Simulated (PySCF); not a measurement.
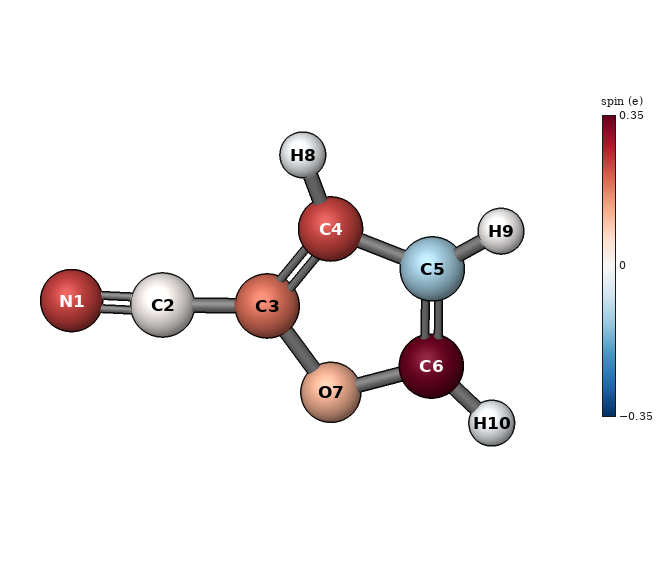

Atoms are coloured by their Mulliken spin populations. Charge −1, doublet. The computed structure is the end point of a GFN2-xTB optimisation. No frequency run is at hand to confirm it as a minimum. Method: UKS B3LYP, pcH-1 on C H N O, non-relativistic (PySCF 2.14.0).

### Which atom carries the largest spin population?

C6 (0.34 e).

### Which atom has the lowest spin population?

C5 (−0.12 e); a negative value comes from spin polarisation.

Give the Mulliken spin populations atom by atom.

```
atom  value (e)
  N1       0.24
  C2       0.01
  C3       0.19
  C4       0.24
  C5      −0.12
  C6       0.34
  O7       0.12
  H8      −0.01
  H9       0.00
 H10      −0.02
```

Mulliken values depend strongly on the basis set.
